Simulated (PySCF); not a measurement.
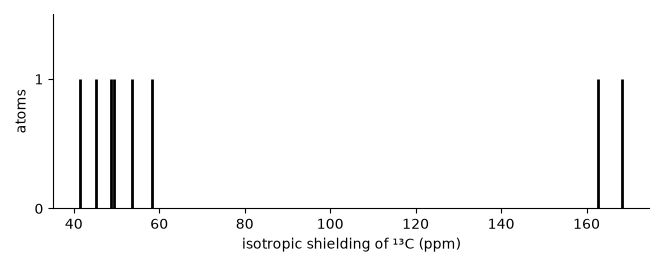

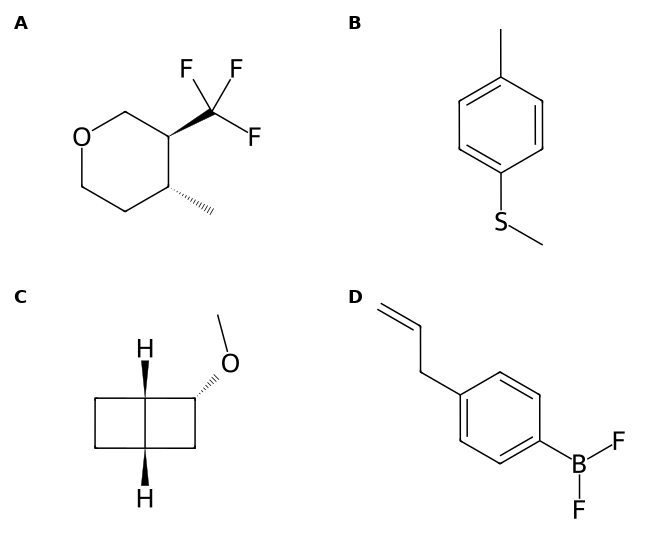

The sticks are computed shieldings of one of the molecules, for one fixed geometry (PBE0-D3(BJ)/def2-SVP) without averaging over rotations. Low shielding means a high chemical shift. Method: GIAO PBE0/pcSseg-1 NMR shielding, non-relativistic, IEF-PCM acetone (PySCF 2.14.0).

Question: Which molecule gives this pattern?

Answer: B, `CSc1ccc(C)cc1`. Its 8 C atoms give lines at 41.5, 45.3, 48.7, 49.4, 53.6, 58.4, 162.6, 168.4 ppm.
